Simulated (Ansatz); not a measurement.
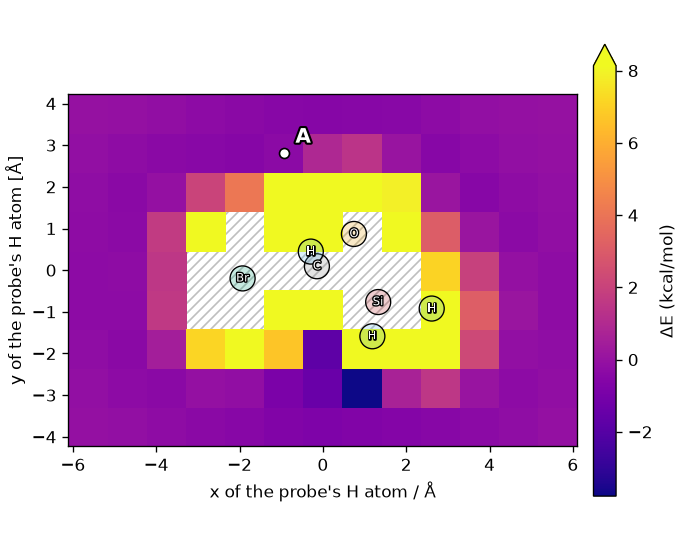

CH₃BrOSi (SMILES BrC1O[SiH2]1) with the probe H. The probe is moved over the molecule's main plane. Coordinates scanned: (1) x of the probe's H atom; (2) y of the probe's H atom. Nothing is relaxed (molecule and probe rigid). The scan uses a 13 × 9 grid. At 12 points there is no value (left out of the scan, as a rule where atoms come close). Energies are in kcal/mol, from molecule and probe far apart, each relaxed in its own basis (no counterpoise correction). Energies and slopes of some neighbouring points disagree (a jump in structure or state, or too coarse a mesh). Method: UKS PBE-D4/def2-SVP in Ansatz 0.2.0.

In the figure: one coloured cell a grid point, labelled circles for the molecule's atoms, projected on the plane, one colour for all values above the top of the scale, hatched blanks where no value was computed, the point A.

Is A at rest? If not, where is it pushed?

Answer. A, at x of the probe's H atom = −0.94 Å, y of the probe's H atom = 2.82 Å, is not a stationary point. The computed force is 0.081 eV/Å in the plane, pointing up and left in the picture (components −0.032 and 0.075 eV/Å).
